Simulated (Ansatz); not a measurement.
Ga₁₆Sb₁₃P₃

Ga₁₆Sb₁₃P₃, 64 atoms, a = 11.96 Å, b = 11.97 Å, c = 11.98 Å, α = 89.96°, β = 89.99°, γ = 89.88°.

Space group P1; a generated structure, not necessarily the stable one.

Theory: DFT PBEsol, spin-orbit coupling, plane waves, PAW in Ansatz 0.2.0.

Core electrons are frozen (PAW), and the valence fields are smoothed inside the atomic spheres.

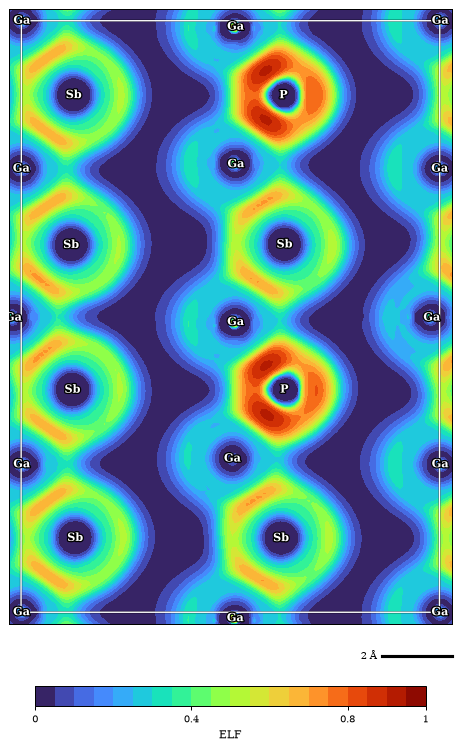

Figure 1. Electron localisation function on the (11̄0) plane of the conventional cell.

> What does the map show?

The section cuts through Ga, P and Sb sites. Ga–Sb (2.59 Å): the ELF peaks at about 0.70 between the atoms. Ga–P (2.48 Å): the ELF peaks at about 0.90 in the valence shell of P, 0.9 Å from its nucleus, and is about 0.75 at the midpoint. Ga–Sb (2.65 Å): the ELF peaks at about 0.70 between the atoms. The features right at Ga lie inside the PAW spheres, where the map follows smoothed inner orbitals and isn't to be read closely.

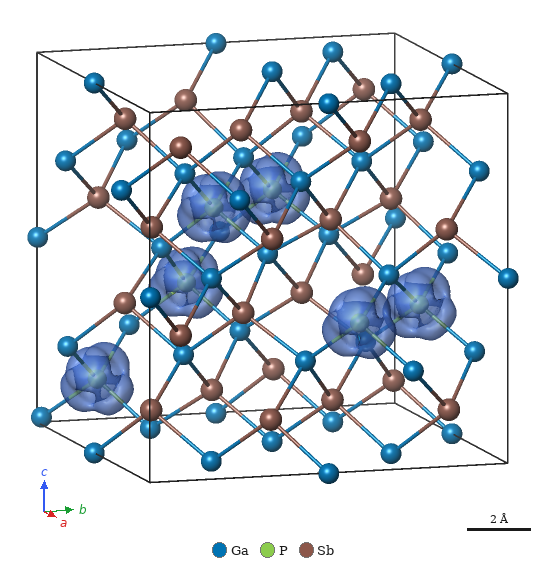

Figure 2. Isosurface of the ELF at 0.75 (blue), seen slightly off an axis. Core shells and regions of very low density are left out. Sticks mark near contacts.

> Describe the localisation domains.

The ELF exceeds this value in six regions on P in which the atom's valence shell and bonds are merged, counted in one cell of 64 atoms. Regions shared between cells count once. Profiles from the grid: Ga–P (2.38 Å): the ELF peaks at about 0.90 in the valence shell of P, 0.9 Å from its nucleus, and is about 0.75 at the midpoint.
